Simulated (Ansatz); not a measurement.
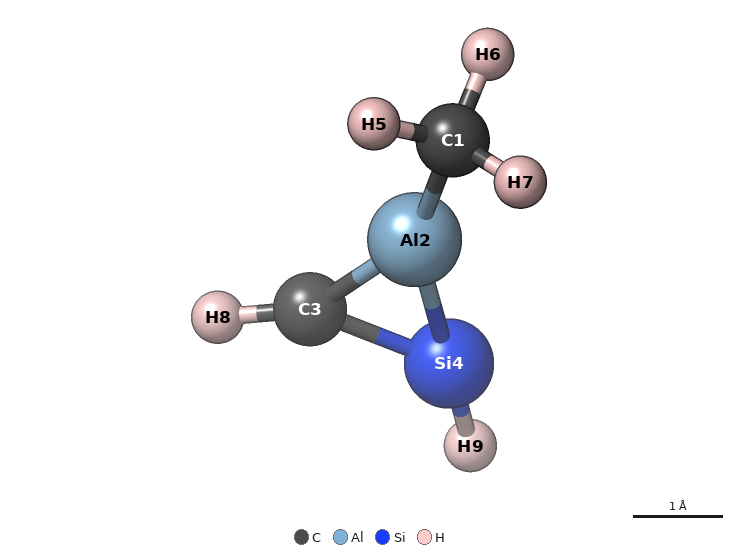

Orthographic view. Depth is shown by fading: the farther an atom, the more it takes the colour of the background. Computed geometry: PBE0-D4/def2-TZVP optimisation. No frequency run is at hand to confirm it as a minimum.

Write a Z-matrix (Å, degrees) in the order of the atom numbers, with these reference atoms: 2 to 1; 3 to 2, 1; 4 to 3, 2, 1; 5 to 1, 2, 3; 6 to 1, 5, 2; 7 to 1, 5, 6; 8 to 3, 4, 2; 9 to 4, 3, 8.

```
C  
Al   1   1.942
C    2   1.883   1   153.8
Si   3   1.756   2    77.4   1   179.4
H    1   1.093   2   111.1   3    18.8
H    1   1.094   5   108.0   2   121.3
H    1   1.092   5   108.4   6   116.4
H    3   1.085   4   137.7   2  -179.9
H    4   1.504   3   125.6   8     0.0
```
